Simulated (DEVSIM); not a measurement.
Device: Ru/SiO2/p-InP capacitor, at 300 K.

```tsv
layer (left to right)	material	thickness (nm)	Na (cm⁻³)
1	SiO2	5.20	-
2	InP	1900	1.1e17
```

Metal gate on the left, work function 4.7 eV. Fixed charge at the semiconductor interface 0 cm⁻² (in units of +e); no interface traps.

The device is made up for the run: typed textbook-type constants, with dimensions and the other settings drawn at random. Values at 300 K.

```
parameter      SiO2     InP
-------------  ----  ------
gap (eV)          9   1.344
affinity (eV)   0.9    4.38
permittivity    3.9    12.5
Nc (cm⁻³)         -  5.7e17
Nv (cm⁻³)         -  1.1e19
```

Simulated with DEVSIM: 1D Poisson equation in equilibrium, Boltzmann statistics, complete ionisation; no quantum confinement or tunnelling. Metal contacts follow the ideal Schottky-Mott rule: no Fermi-level pinning, no interface dipoles.

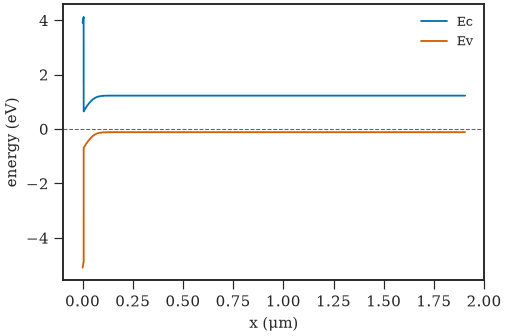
Figure: Band edges at -0.1 V on the gate

Energies count from the Fermi level of the right contact; mesh points crowd at the junctions.

| x (μm) | Ec (eV) | Ev (eV) | n (cm⁻³) | p (cm⁻³) | field (V/cm) |
|---|---|---|---|---|---|
| 0.000 | 3.900 | -5.100 | < 1e2 | < 1e2 | 430000 |
| 0.001016 | 3.943 | -5.057 | < 1e2 | < 1e2 | 430000 |
| 0.002511 | 4.007 | -4.993 | < 1e2 | < 1e2 | 430000 |
| 0.004002 | 4.071 | -4.929 | < 1e2 | < 1e2 | 430000 |
| 0.005369 | 0.644 | -0.700 | 8600000 | 1.9e7 | 130000 |
| 0.006746 | 0.662 | -0.682 | 4200000 | 3.9e7 | 130000 |
| 0.009552 | 0.698 | -0.646 | 1100000 | 1.6e8 | 130000 |
| 0.01827 | 0.802 | -0.542 | 19000 | 8.8e9 | 110000 |
| 0.03301 | 0.951 | -0.393 | < 1e2 | 2.7e12 | 89000 |
| 0.06303 | 1.146 | -0.198 | < 1e2 | 5.2e15 | 42000 |
| 0.1241 | 1.224 | -0.120 | < 1e2 | 1.1e17 | 840 |
| 0.3247 | 1.225 | -0.119 | < 1e2 | 1.1e17 | ≈ 0 |
| 0.6569 | 1.225 | -0.119 | < 1e2 | 1.1e17 | ≈ 0 |
| 1.205 | 1.225 | -0.119 | < 1e2 | 1.1e17 | ≈ 0 |
| 1.635 | 1.225 | -0.119 | < 1e2 | 1.1e17 | ≈ 0 |
| 1.773 | 1.225 | -0.119 | < 1e2 | 1.1e17 | ≈ 0 |
| 1.841 | 1.225 | -0.119 | < 1e2 | 1.1e17 | ≈ 0 |
| 1.874 | 1.225 | -0.119 | < 1e2 | 1.1e17 | ≈ 0 |
| 1.894 | 1.225 | -0.119 | < 1e2 | 1.1e17 | ≈ 0 |
| 1.900 | 1.225 | -0.119 | < 1e2 | 1.1e17 | ≈ 0 |
| 1.903 | 1.225 | -0.119 | < 1e2 | 1.1e17 | ≈ 0 |
| 1.905 | 1.225 | -0.119 | < 1e2 | 1.1e17 | ≈ 0 |
